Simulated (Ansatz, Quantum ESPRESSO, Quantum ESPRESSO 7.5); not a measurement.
## Work-function anisotropy of Sr

Wanted: work functions of Sr face by face, under two functionals.

Main program and level: Quantum ESPRESSO 7.5; plane-wave DFT, PBE, GBRV ultrasoft pseudopotentials (geometry and cross-check by Ansatz 0.2.0 with PAW datasets; geometry under PBE).

The experiments to compare with:

For Sr (polycrystalline sample, no single face), “Anisotropic work function of elemental crystals” (2019, arxiv:1902.07811) quotes earlier work: work function, loosely compared (polycrystalline sample, no single face) 2.59 eV.

Report form: the programs' logs are mostly left out.

## (1) The structure

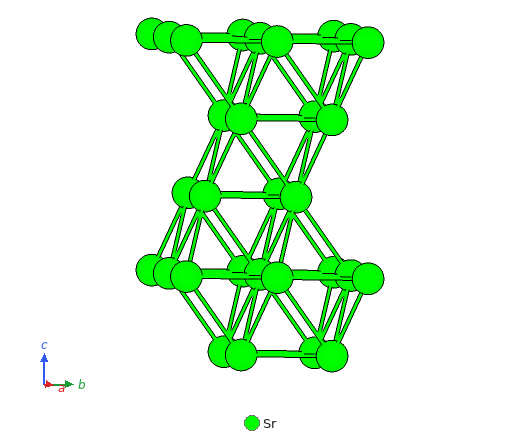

The starting structure, seen from the side, with the c axis up (strontium green). 2×2×1 cells are drawn. Some periodic images of atoms are drawn too.

The cell holds 5 atoms: 5 Sr. Its edges and angles: a = 4.299 Å, b = 4.299 Å, c = 30.041 Å, α = 90.0°, β = 90.0°, γ = 60.0°. It derives from Sr. Vacuum lies along c.

## (2) Geometry from Ansatz of (111)

A relaxation in Ansatz fixes the structure of this slab for the runs on it.

Contents of input.yaml:

```yaml
crystal:
  lattice:
    - [4.2992092296, 0.0, 0.0]
    - [2.1496046148, 3.723224409, 0.0]
    - [0.0, 0.0, 30.0411585467]
  atoms:
    - { symbol: Sr, position: [0.6666666667, 0.6666666667, 0.2663013142] }
    - { symbol: Sr, position: [0.0, 0.0, 0.3831506571] }
    - { symbol: Sr, position: [0.3333333333, 0.3333333333, 0.5] }
    - { symbol: Sr, position: [0.6666666667, 0.6666666667, 0.6168493429] }
    - { symbol: Sr, position: [0.0, 0.0, 0.7336986858] }
kpoints:
  mp_grid: { grid: [6, 6, 1] }
hamiltonian:
  xc: pbe
scf:
  occupations: { method: fermi_dirac, width: 0.1 }
  convergence: { dr2_threshold: 1.0e-08 }
efield:
  axis: 3
  dipole_correction: true
  ramp_position: 0.97
  ramp_width: 0.04
relax:
  f_tol: 0.01
  constraints: [{ sites: [2] }]
output:
  write_potential: true
  write_density: true
  volumetric_format: npy
```

Command:

```
> ansatz run input.yaml --threads 4 --pin off --max-ram 8192MiB --backend cpu --events-out ev --progress --plain --runs-dir out
```

The job ended after 12 s (4 threads of Arm Neoverse V1, shared host; peak memory 0.7 GiB).

Step by step:

```csv
step,energy less that of the first step (eV),largest force component (eV/Å)
1,0.0000,0.0682
2,-0.0047,0.0463
3,-0.0080,0.0128
4,-0.0083,0.0020
```

Forces are held to the 6 operations that the run works with; a distortion that breaks them can't arise in this run.

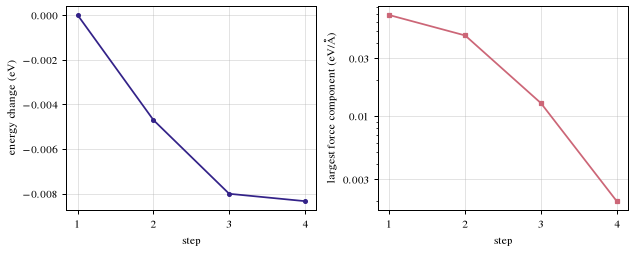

Energy and largest force along the relaxation.

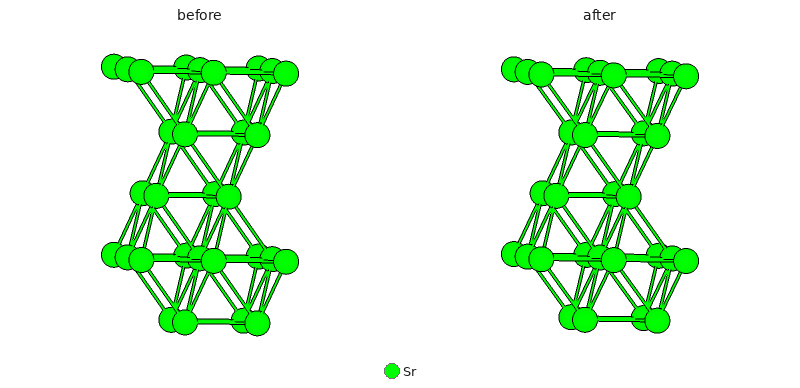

Before and after, at one scale.

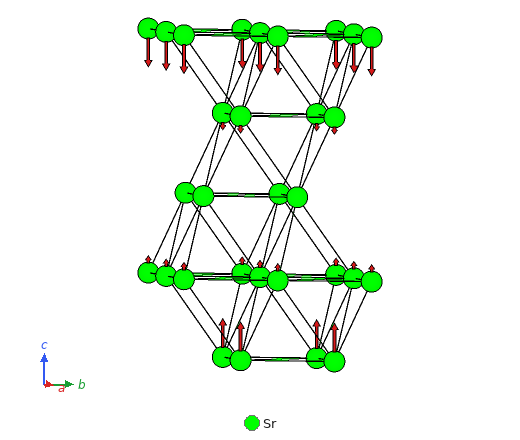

Displacements in the relaxation, exaggerated; the longest in the cell stands for 0.15 Å. 2×2×1 cells are drawn. Some periodic images of atoms are drawn too.

The atoms that moved most (Å):

```csv
atom,dx,dy,dz,length
Sr5,0.000,0.000,-0.147,0.147
Sr1,0.000,0.000,0.147,0.147
Sr4,0.000,0.000,-0.041,0.041
Sr2,0.000,0.000,0.041,0.041
```

Final coordinates:

```xyz
5
Lattice="4.2992 0.0000 0.0000 2.1496 3.7232 0.0000 0.0000 0.0000 30.0412" Properties=species:S:1:pos:R:3
Sr    4.2992    2.4821    8.1472
Sr    0.0000    0.0000   11.5518
Sr    2.1496    1.2411   15.0206
Sr    4.2992    2.4821   18.4894
Sr    0.0000    0.0000   21.8939
```

The relaxation lowers the energy by 2 meV an atom. Held were the atoms numbered 3; the forces quoted are those on the free ones.

Numbers from this step:

```
free energy                     : -17720.5153 eV
energy at zero smearing         : -17720.3929 eV
smearing term TS                : 0.2447 eV
Fermi energy                    : 1.843 eV
gap by band count               : 7.20e-7 eV
symmetry operations             : 6
work function of the upper face : 2.679 eV
work function of the lower face : 2.679 eV
dipole along the normal         : 2.05e-5 e·Å
```

## (3) SCF with pw.x of (111), PBE

Both faces of the slab are alike, so a plain periodic cell serves and symmetry is kept.

Level of this step: plane-wave DFT, PBE, GBRV ultrasoft pseudopotentials (Quantum ESPRESSO 7.5).

Contents of 111.pbe.in:

```
&control
  prefix = '111.pbe'
  outdir = './out'
  pseudo_dir = './pseudo'
  calculation = 'scf'
  tprnfor = .true.
/
&system
  ibrav = 0
  nat = 5
  ntyp = 1
  ecutwfc = 40
  ecutrho = 200
  occupations = 'smearing'
  smearing = 'mv'
  degauss = 0.02
/
&electrons
  conv_thr = 1e-07
  mixing_beta = 0.4
  electron_maxstep = 120
  mixing_mode = 'local-TF'
/
ATOMIC_SPECIES
  Sr  87.6200  sr_pbe_v1.uspp.F.UPF
CELL_PARAMETERS angstrom
  4.29920922958954 0.00000000000000 0.00000000000000
  2.14960461479477 3.72322440900906 0.00000000000000
  0.00000000000000 0.00000000000000 30.04115854670000
ATOMIC_POSITIONS crystal
  Sr  0.666666666667 0.666666666667 0.271201702084
  Sr  -0.000000000000 0.000000000000 0.384530932448
  Sr  0.333333333333 0.333333333333 0.500000000000
  Sr  0.666666666667 0.666666666667 0.615468924550
  Sr  0.000000000000 -0.000000000000 0.728797979229
K_POINTS automatic
  6 6 1 0 0 0
```

Command:

```
> OMP_NUM_THREADS=1 mpirun -n 4 pw.x -nk 2 -in 111.pbe.in > 111.pbe.out
```

Wall time 43 s (4 MPI ranks); peak memory 0.86 GiB.

Read from the output:

| Property | Result |
| --- | --- |
| free energy | -4771.1940 eV |
| Fermi energy | 1.909 eV |

## (4) Potential by pp.x of (111)

plot_num = 11 writes the bare and Hartree potential. It leaves out exchange and correlation, which fade slowly, so it flattens close to the surface.

Contents of 111.pbe.pot.in:

```
&inputpp
  prefix = '111.pbe'
  outdir = './out'
  filplot = '111.pbe.pot.dat'
  plot_num = 11
/
```

Command:

```
> OMP_NUM_THREADS=1 mpirun -n 4 pp.x -in 111.pbe.pot.in > 111.pbe.pot.out
```

Wall time 1.2 s (4 MPI ranks); peak memory 0.15 GiB.

This step gave:

```
work function of the upper face                                       : 2.648 eV
slope of the potential above                                          : 0.003936 eV/Å
upper vacuum line continued to the top atoms, over the Fermi level    : 2.627 eV
work function of the lower face                                       : 2.648 eV
slope of the potential below                                          : -0.002674 eV/Å
lower vacuum line continued to the bottom atoms, over the Fermi level : 2.633 eV
```

The potential energy, planar mean oscillates, so the rows of the table below give means over windows of 3.4 Å about each position, cut where the curve ends. Its maxima inside the range that stand out by 2 % of the span (Å: eV): 9.9: 1.45, 13.3: 1.56, 16.8: 1.56, 20.2: 1.45. Its minima: 8.1: -14.8, 11.5: -14.7, 15.0: -14.8, 18.5: -14.7, 21.9: -14.8.

Electrostatic potential energy of an electron; zero at the Fermi level. The potential energy, planar mean by z; means over each step:

```csv
z (Å),"potential energy, planar mean (eV)"
1.70,2.65
5.10,2.26
8.50,-4.39
11.90,-4.18
15.30,-4.20
18.70,-4.20
22.10,-4.41
25.50,2.50
28.90,2.65
```

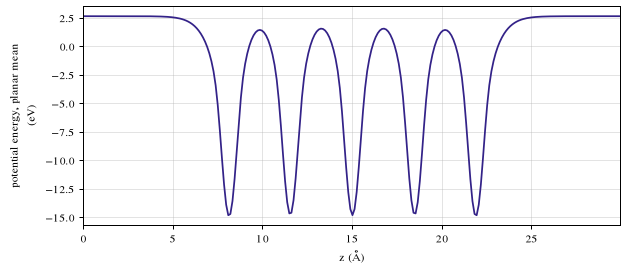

Potential energy, planar mean, plotted against z.

## (5) Ground state of (111), LDA

The same atoms under a second functional.

Level of this step: plane-wave DFT, LDA, GBRV ultrasoft pseudopotentials (Quantum ESPRESSO 7.5).

111.lda.in, as its differences from the input of step 3:

```diff
@@ -1,3 +1,3 @@
 &control
-  prefix = '111.pbe'
+  prefix = '111.lda'
   outdir = './out'
@@ -24,3 +24,3 @@
 ATOMIC_SPECIES
-  Sr  87.6200  sr_pbe_v1.uspp.F.UPF
+  Sr  87.6200  sr_lda_v1.uspp.F.UPF
 CELL_PARAMETERS angstrom
```

Command:

```
> OMP_NUM_THREADS=1 mpirun -n 4 pw.x -nk 2 -in 111.lda.in > 111.lda.out
```

Elapsed: 45 s, on 4 MPI ranks; peak memory 0.87 GiB; 3 min of CPU time.

Numbers from this step:

```
free energy  : -4775.2470 eV
Fermi energy : 1.736 eV
```

## (6) Potential by pp.x of (111)

Contents of 111.lda.pot.in:

```
&inputpp
  prefix = '111.lda'
  outdir = './out'
  filplot = '111.lda.pot.dat'
  plot_num = 11
/
```

Command:

```
> OMP_NUM_THREADS=1 mpirun -n 4 pp.x -in 111.lda.pot.in > 111.lda.pot.out
```

The job ended after 1.1 s (4 MPI ranks; peak memory 0.15 GiB).

Numbers from this step:

```
work function of the upper face                                       : 2.760 eV
slope of the potential above                                          : 0.003336 eV/Å
upper vacuum line continued to the top atoms, over the Fermi level    : 2.742 eV
work function of the lower face                                       : 2.760 eV
slope of the potential below                                          : -0.002246 eV/Å
lower vacuum line continued to the bottom atoms, over the Fermi level : 2.748 eV
```

On (111) the work function under LDA lies +0.11 eV from PBE's.

## (7) Relaxation with Ansatz of (100)

Level of this step: plane-wave DFT, PBE, Ansatz PAW (Ansatz 0.2.0).

input.yaml, the sections that differ from step 2:

```yaml
crystal:
  lattice:
    - [4.2992092296, 0.0, 0.0]
    - [0.0, 4.2992092296, 0.0]
    - [0.0, 0.0, 28.16]
  atoms:
    - { symbol: Sr, position: [0.0, 0.0, 0.2840909091] }
    - { symbol: Sr, position: [0.5, 0.5, 0.3920454545] }
    - { symbol: Sr, position: [0.0, 0.0, 0.5] }
    - { symbol: Sr, position: [0.5, 0.5, 0.6079545455] }
    - { symbol: Sr, position: [0.0, 0.0, 0.7159090909] }
kpoints:
  mp_grid: { grid: [8, 8, 1] }
# hamiltonian, scf, efield, relax, output: as in step 2
```

Command:

```
> ansatz run input.yaml --threads 4 --pin off --max-ram 8192MiB --backend cpu --events-out ev --progress --plain --runs-dir out
```

Run time: 22 s. Hardware: 4 threads; peak memory 0.81 GiB; 82 s of CPU time.

The steps of the relaxation:

```csv
step,energy less that of the first step (eV),largest force component (eV/Å)
1,0.0000,0.0815
2,-0.0059,0.0536
3,-0.0105,0.0028
```

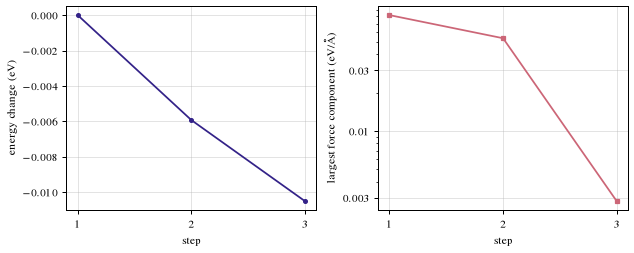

Energy and largest force along the relaxation.

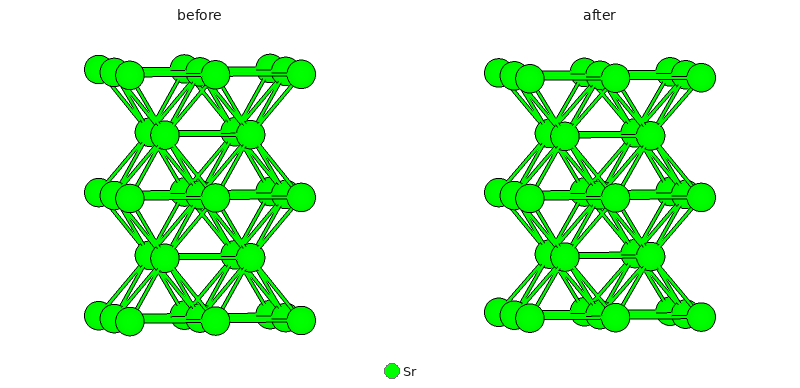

The structure before and after the relaxation, drawn at the same scale.

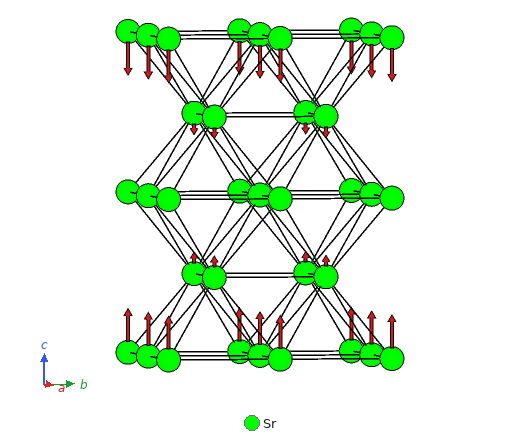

Displacements in the relaxation, exaggerated; the longest in the cell stands for 0.17 Å. 2×2×1 cells are drawn. Some periodic images of atoms are drawn too.

The atoms that moved most (Å):

```csv
atom,dx,dy,dz,length
Sr5,0.000,0.000,-0.168,0.168
Sr1,0.000,0.000,0.168,0.168
Sr4,0.000,0.000,-0.059,0.059
Sr2,0.000,0.000,0.059,0.059
```

Final coordinates:

```xyz
5
Lattice="4.2992 0.0000 0.0000 0.0000 4.2992 0.0000 0.0000 0.0000 28.1600" Properties=species:S:1:pos:R:3
Sr    0.0000    0.0000    8.1685
Sr    2.1496    2.1496   11.0994
Sr    0.0000    0.0000   14.0800
Sr    2.1496    2.1496   17.0606
Sr    0.0000    0.0000   19.9915
```

The relaxation lowers the energy by 2 meV an atom. Held were the atoms numbered 3; the forces quoted are those on the free ones.

Numbers from this step:

```
free energy                     : -17720.4219 eV
energy at zero smearing         : -17720.3190 eV
smearing term TS                : 0.2059 eV
Fermi energy                    : 1.558 eV
symmetry operations             : 8
work function of the upper face : 2.544 eV
work function of the lower face : 2.544 eV
dipole along the normal         : 2.13e-5 e·Å
```

## (8) Ground state of (100), PBE

Level of this step: plane-wave DFT, PBE, GBRV ultrasoft pseudopotentials (Quantum ESPRESSO 7.5).

Contents of 100.pbe.in:

```
&control
  prefix = '100.pbe'
  outdir = './out'
  pseudo_dir = './pseudo'
  calculation = 'scf'
  tprnfor = .true.
/
&system
  ibrav = 0
  nat = 5
  ntyp = 1
  ecutwfc = 40
  ecutrho = 200
  occupations = 'smearing'
  smearing = 'mv'
  degauss = 0.02
/
&electrons
  conv_thr = 1e-07
  mixing_beta = 0.4
  electron_maxstep = 120
  mixing_mode = 'local-TF'
/
ATOMIC_SPECIES
  Sr  87.6200  sr_pbe_v1.uspp.F.UPF
CELL_PARAMETERS angstrom
  4.29920922960000 0.00000000000000 0.00000000000000
  0.00000000000000 4.29920922960000 0.00000000000000
  0.00000000000000 0.00000000000000 28.16000000000000
ATOMIC_POSITIONS crystal
  Sr  -0.000000000000 0.000000000000 0.290073254106
  Sr  0.500000000000 0.500000000000 0.394154527372
  Sr  0.000000000000 0.000000000000 0.500000000000
  Sr  0.500000000000 0.500000000000 0.605845437564
  Sr  0.000000000000 0.000000000000 0.709926730103
K_POINTS automatic
  8 8 1 0 0 0
```

Command:

```
> OMP_NUM_THREADS=1 mpirun -n 4 pw.x -nk 4 -in 100.pbe.in > 100.pbe.out
```

It took 67 s on 4 MPI ranks; peak memory 1 GiB; 4.5 min of CPU time.

Numbers from this step:

```
free energy  : -4771.1085 eV
Fermi energy : 1.610 eV
```

## (9) Potential by pp.x of (100)

Contents of 100.pbe.pot.in:

```
&inputpp
  prefix = '100.pbe'
  outdir = './out'
  filplot = '100.pbe.pot.dat'
  plot_num = 11
/
```

Command:

```
> OMP_NUM_THREADS=1 mpirun -n 4 pp.x -in 100.pbe.pot.in > 100.pbe.pot.out
```

Elapsed: 1.1 s, on 4 MPI ranks; peak memory 0.16 GiB.

This step gave:

| Property | Result |
| --- | --- |
| work function of the upper face | 2.529 eV |
| slope of the potential above | 0.003323 eV/Å |
| upper vacuum line continued to the top atoms, over the Fermi level | 2.511 eV |
| work function of the lower face | 2.529 eV |
| slope of the potential below | -0.002351 eV/Å |
| lower vacuum line continued to the bottom atoms, over the Fermi level | 2.516 eV |

The potential energy, planar mean oscillates, so the rows of the table below give means over windows of 2.93 Å about each position, cut where the curve ends. Its maxima inside the range that stand out by 2 % of the span (Å: eV): 9.6: 0.559, 12.6: 0.620, 15.6: 0.620, 18.5: 0.559. Its minima: 8.2: -12.5, 11.1: -12.1, 14.1: -12.2, 17.0: -12.1, 19.9: -12.5.

Electrostatic potential energy of an electron; zero at the Fermi level. Potential energy, planar mean against z; means over each step:

```csv
z (Å),"potential energy, planar mean (eV)"
1.47,2.53
4.40,2.45
7.33,-3.69
10.26,-4.17
13.19,-4.09
16.12,-4.05
19.05,-4.32
21.98,0.938
24.91,2.52
27.84,2.53
```

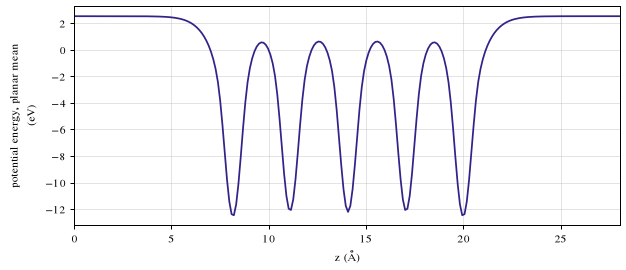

Potential energy, planar mean against z.

## (10) SCF with pw.x of (100), LDA

Level of this step: plane-wave DFT, LDA, GBRV ultrasoft pseudopotentials (Quantum ESPRESSO 7.5).

100.lda.in, as its differences from the input of step 8:

```diff
@@ -1,3 +1,3 @@
 &control
-  prefix = '100.pbe'
+  prefix = '100.lda'
   outdir = './out'
@@ -24,3 +24,3 @@
 ATOMIC_SPECIES
-  Sr  87.6200  sr_pbe_v1.uspp.F.UPF
+  Sr  87.6200  sr_lda_v1.uspp.F.UPF
 CELL_PARAMETERS angstrom
```

Command:

```
> OMP_NUM_THREADS=1 mpirun -n 4 pw.x -nk 4 -in 100.lda.in > 100.lda.out
```

Elapsed: 65 s, on 4 MPI ranks; peak memory 1.1 GiB; 4.3 min of CPU time.

This step gave:

```
free energy  : -4775.1341 eV
Fermi energy : 1.437 eV
```

## (11) Electrostatic potential of (100)

Contents of 100.lda.pot.in:

```
&inputpp
  prefix = '100.lda'
  outdir = './out'
  filplot = '100.lda.pot.dat'
  plot_num = 11
/
```

Command:

```
> OMP_NUM_THREADS=1 mpirun -n 4 pp.x -in 100.lda.pot.in > 100.lda.pot.out
```

Wall time 1.1 s (4 MPI ranks); peak memory 0.16 GiB; 4 s of CPU time.

Numbers from this step:

```
work function of the upper face                                       : 2.665 eV
slope of the potential above                                          : 0.002898 eV/Å
upper vacuum line continued to the top atoms, over the Fermi level    : 2.649 eV
work function of the lower face                                       : 2.665 eV
slope of the potential below                                          : -0.002039 eV/Å
lower vacuum line continued to the bottom atoms, over the Fermi level : 2.654 eV
```

On (100) the work function under LDA lies +0.14 eV from PBE's.

## (12) Relaxation with Ansatz of (110)

Level of this step: plane-wave DFT, PBE, Ansatz PAW (Ansatz 0.2.0).

System of this step: Sr(110), 7 layers. The cell holds 7 atoms: 7 Sr. Its edges and angles: a = 6.080 Å, b = 4.299 Å, c = 28.898 Å, α = 90.0°, β = 90.0°, γ = 90.0°. It derives from Sr. Vacuum lies along c.

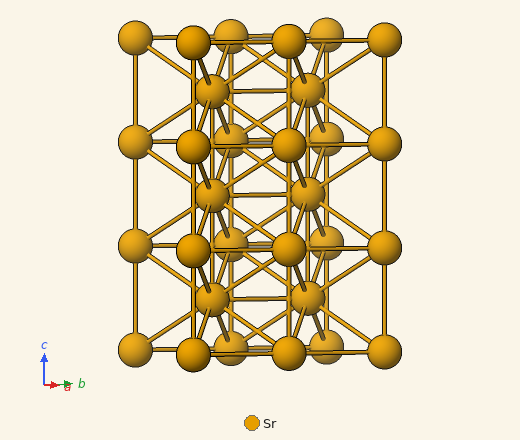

The cell of this step (strontium orange). 1×2×1 cells are drawn. Some periodic images of atoms are drawn too.

input.yaml, the sections that differ from step 7:

```yaml
crystal:
  lattice:
    - [6.08, 0.0, 0.0]
    - [0.0, 4.2992092296, 0.0]
    - [0.0, 0.0, 28.8976276888]
  atoms:
    - { symbol: Sr, position: [0.0, 0.0, 0.2768393339] }
    - { symbol: Sr, position: [0.5, 0.5, 0.3512262226] }
    - { symbol: Sr, position: [0.0, 0.0, 0.4256131113] }
    - { symbol: Sr, position: [0.5, 0.5, 0.5] }
    - { symbol: Sr, position: [0.0, 0.0, 0.5743868887] }
    - { symbol: Sr, position: [0.5, 0.5, 0.6487737774] }
    - { symbol: Sr, position: [0.0, 0.0, 0.7231606661] }
kpoints:
  mp_grid: { grid: [4, 8, 1] }
relax:
  f_tol: 0.01
  constraints: [{ sites: [2, 3, 4] }]
# hamiltonian, scf, efield, output: as in step 7
```

Command:

```
> ansatz run input.yaml --threads 4 --pin off --max-ram 8192MiB --backend cpu --events-out ev --progress --plain --runs-dir out
```

Wall time 60 s (4 threads); peak memory 1.3 GiB; 4 min of CPU time.

The steps of the relaxation:

```csv
step,energy less that of the first step (eV),largest force component (eV/Å)
1,0.0000,0.0760
2,-0.0069,0.0533
3,-0.0120,0.0071
4,-0.0120,0.0005
```

Forces are held to the 4 operations that the run works with; a distortion that breaks them can't arise in this run.

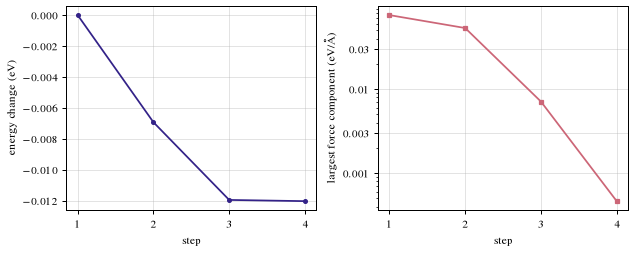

Energy and largest force along the relaxation.

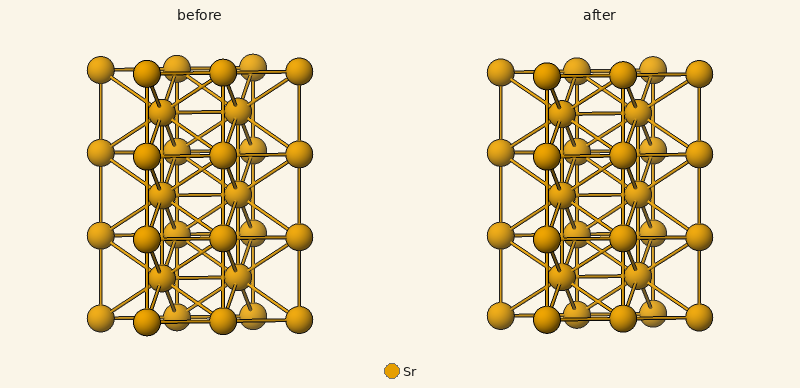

Before and after, at one scale.

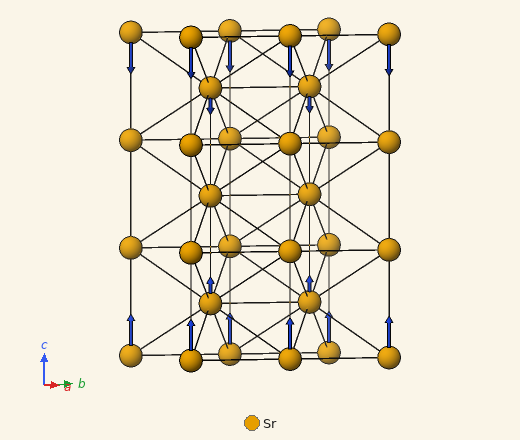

Displacements in the relaxation, exaggerated; the longest in the cell stands for 0.13 Å. 1×2×1 cells are drawn. Some periodic images of atoms are drawn too.

The atoms that moved most (Å):

```csv
atom,dx,dy,dz,length
Sr7,0.000,0.000,-0.129,0.129
Sr1,0.000,0.000,0.129,0.129
Sr2,0.000,0.000,0.070,0.070
Sr6,0.000,0.000,-0.070,0.070
```

The relaxation lowers the energy by 2 meV an atom. Held were the atoms numbered 3, 4 and 5; the forces quoted are those on the free ones.

This step gave:

```
free energy                     : -24808.4028 eV
energy at zero smearing         : -24808.2437 eV
smearing term TS                : 0.3183 eV
Fermi energy                    : 1.387 eV
symmetry operations             : 4
work function of the upper face : 2.590 eV
work function of the lower face : 2.590 eV
dipole along the normal         : 3.64e-5 e·Å
```

(Part 1 of 2 ends here.)

[Logs are printed without paths, hosts, clocks, repeated set-up lines and the standing remarks that a program may print on its own settings, such as how far it seeks lower states.]

[Hosts, paths, dates, database ids (printed as entryN), source tags and the programs' standing remarks are cut or masked in the printed files.]

[Maps of the electrostatic potential energy from Ansatz leave out the sawtooth potential of an applied field or a dipole correction, so their vacuum need not be flat; planar profiles and work functions include it.]
